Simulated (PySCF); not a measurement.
# BF3HO, charge −1, SMILES `[OH-].FB(F)F`: electronic structure

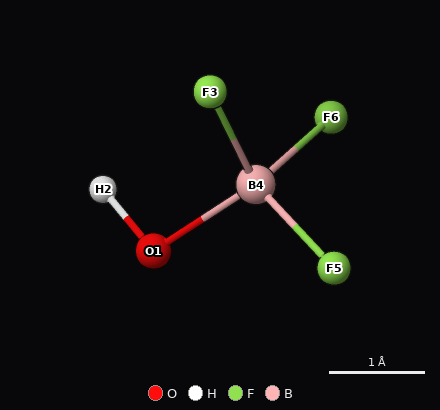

The molecule, with its atoms numbered as below. The pair's geometry is semi-empirical, so its contact may be too short or too long.

Coordinates in Å:

```
O1      -1.3406   -0.5551    0.0040
H2      -1.9375    0.1906   -0.0029
F3       0.2388    0.7916    1.1248
B4      -0.0020   -0.0393    0.0004
F5       0.9294   -1.0705    0.0088
F6       0.2398    0.7730   -1.1371
```

### 1. Bonding charge

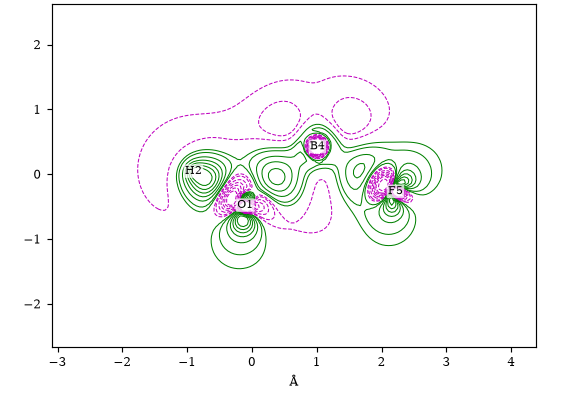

Deformation density (molecule less spherical, spin-averaged free atoms) in the plane of O1, H2, B4 and F5; contours at ±0.05 to ±0.8 e/Å³; solid green lines: gain, dashed magenta lines: loss.

Method: PBE/6-31+G*; geometry: GFN2-xTB; program: PySCF.

Question: How much density has each bond in this plane gained at its critical point, relative to the free atoms?

Answer: O1–H2: +0.71 e/Å³ at the bond critical point (bond length 0.95 Å). O1–B4: +0.25 e/Å³ at the bond critical point (bond length 1.44 Å). B4–F5: +0.15 e/Å³ at the bond critical point (bond length 1.39 Å). In all, 1.8 electrons gather in the regions of gain relative to the promolecule of neutral atoms (this includes the anion's extra charge).

Question: Where do the Hirshfeld charges lie?

Answer: The highest Hirshfeld charge is on H2 (+0.12 e), the lowest on O1 (−0.36 e).

### 2. Bond critical points

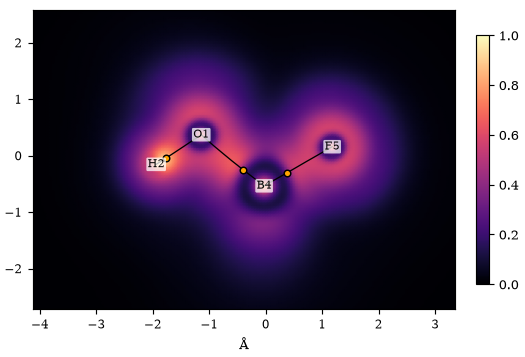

Localised orbital locator (LOL) in the plane of O1, H2, B4 and F5, with bond paths and bond critical points (dots).

Question: Rank the bonds in the plane by LOL at their critical points.

Answer: O1–H2: about 0.88; O1–B4: about 0.35; B4–F5: about 0.31. Values above 0.5 mark slow, localised electrons, as in shared pairs; low values at a critical point mark a polar or closed-shell contact whose critical point lies between the shells.

Question: Where along O1–H2 does the critical point lie?

Answer: 0.75 Å from O1 and 0.20 Å from H2.

### 3. Electrostatic potential

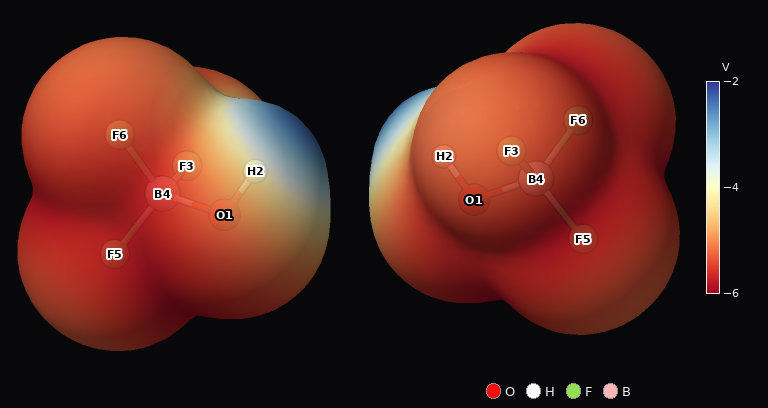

Electrostatic potential on the surface of electron density 0.001 a.u. (back view left, front view right).

Question: Where are the extremes of the potential on the surface?

Answer: Highest: −2.32 V, 1.2 Å from H2. Further maxima include −5.18 V, 1.7 Å from F5. Lowest: −5.89 V, 1.8 Å from O1. The surface is sampled at points, so like sites can differ by a few per cent and only the strongest of them is named.

The PySCF run shown took 18 s on 1 thread of Intel(R) Xeon(R) Processor @ 2.50GHz (Skylake/Cascade Lake), with other jobs on the host.
